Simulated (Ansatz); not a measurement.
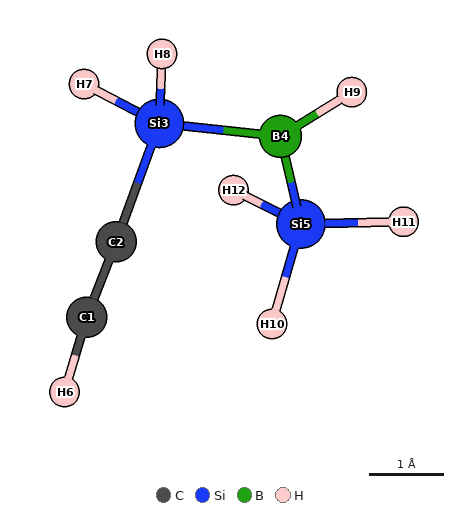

C2H7BSi2, before the relaxation. The picture is a ball-and-stick view, seen from a free direction.

The run prepares the start of a later molecular dynamics calculation, from a guessed geometry.

All numbers below come from RKS PBE/STO-3G in Ansatz 0.2.0.

Input file:
```yaml
crystal:
  periodic: [false, false, false]
  atoms:
    - { symbol: C, position_ang: [0.1548, 2.5377, 1.3128] }
    - { symbol: C, position_ang: [0.2224, 1.3809, 1.3219] }
    - { symbol: Si, position_ang: [0.3729, -0.421, 1.3374] }
    - { symbol: B, position_ang: [-0.536, -1.1795, -0.1142] }
    - { symbol: Si, position_ang: [-0.1933, -0.6987, -1.9553] }
    - { symbol: H, position_ang: [0.0008, 3.6512, 1.2803] }
    - { symbol: H, position_ang: [1.8512, -0.7737, 1.2008] }
    - { symbol: H, position_ang: [-0.0605, -0.9298, 2.622] }
    - { symbol: H, position_ang: [-1.4779, -1.9382, 0.1536] }
    - { symbol: H, position_ang: [-0.3637, 0.7619, -2.0702] }
    - { symbol: H, position_ang: [-1.1103, -1.3975, -2.8353] }
    - { symbol: H, position_ang: [1.2165, -1.0483, -2.2199] }
basis:
  gaussian: { orbitals: STO-3G }
hamiltonian:
  xc: pbe
relax:
  f_tol: 0.02
  max_steps: 40
scf:
  lower_state_search: "off"
output:
  orbitals: {}
```

Run as
```bash
ansatz run input.yaml --threads 1 --pin off --max-ram 2048MiB --backend cpu --events-out ev --progress --plain --runs-dir out
```

Question: Where does the relaxation end?

Answer: The largest move after the best rigid fit is that of H9, 1.47 Å. By element the largest moves are H 1.47 Å, B 0.45 Å, C 0.27 Å, Si 0.22 Å. Some distances before and after: Si3–B4 1.873 → 1.968 Å, Si3–H7 1.526 → 1.462 Å, C1–C2 1.159 → 1.218 Å, B4–H9 1.239 → 1.184 Å. Among the angles between lasting bonds that change: B4–Si5–H10 107.5° → 114.4°, H11–Si5–H12 112.4° → 106.9°, C2–C1–H6 175.3° → 179.8°. Groups turn about Si3–B4 by about 60°, B4–Si5 by about 40°. Over 20 accepted moves (22 points after the start) the energy falls by 13.9 kcal/mol. The largest force component goes from 9.8 to 0.016 eV/Å. The line search rejected the trial steps at points 9, 21 of the run.

History of the run:

| step | E − E(0), kcal/mol | largest force component, eV/Å | note |
| --- | --- | --- | --- |
| 0 | 0.00 | 9.7553 |  |
| 1 | -11.44 | 1.7107 |  |
| 2 | -12.61 | 0.6502 |  |
| 3 | -12.89 | 0.0712 |  |
| 4 | -13.08 | 0.0461 |  |
| 5 | -13.12 | 0.0641 |  |
| 6 | -13.18 | 0.1688 |  |
| 7 | -13.26 | 0.2793 |  |
| 8 | -13.38 | 0.1379 |  |
| 9 | -12.63 | 0.6214 | rejected |
| 10 | -13.58 | 0.0579 |  |
| 11 | -13.69 | 0.0475 |  |
| 12 | -13.76 | 0.1462 |  |
| 13 | -13.77 | 0.2228 |  |
| 14 | -13.83 | 0.1729 |  |
| 15 | -13.89 | 0.0612 |  |
| 16 | -13.92 | 0.0517 |  |
| 17 | -13.92 | 0.0585 |  |
| 18 | -13.93 | 0.0349 |  |
| 19 | -13.94 | 0.0236 |  |
| 20 | -13.94 | 0.0258 |  |
| 21 | -13.94 | 0.0463 | rejected |
| 22 | -13.94 | 0.0159 |  |

The structure at the end:

```xyz
12

C     0.3828    2.6137    1.1895
C     0.3240    1.4041    1.3229
Si    0.2285   -0.4165    1.4956
B    -0.1331   -1.3784   -0.1825
Si   -0.3924   -0.5949   -1.9606
H     0.4365    3.6932    1.0743
H     1.4906   -0.8717    2.0769
H    -0.8202   -0.7130    2.4709
H    -0.1666   -2.5581   -0.0912
H    -0.7070    0.8256   -1.9520
H    -1.4255   -1.2931   -2.7150
H     0.8592   -0.7659   -2.6949
```

After the run, drawn alike:

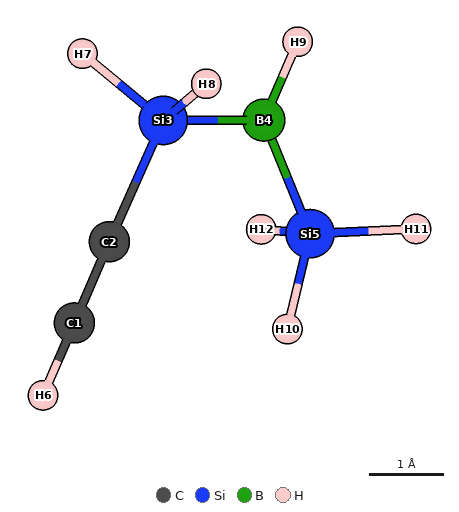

Limits of the set-up: STO-3G is a minimal basis, so the numbers are rough.
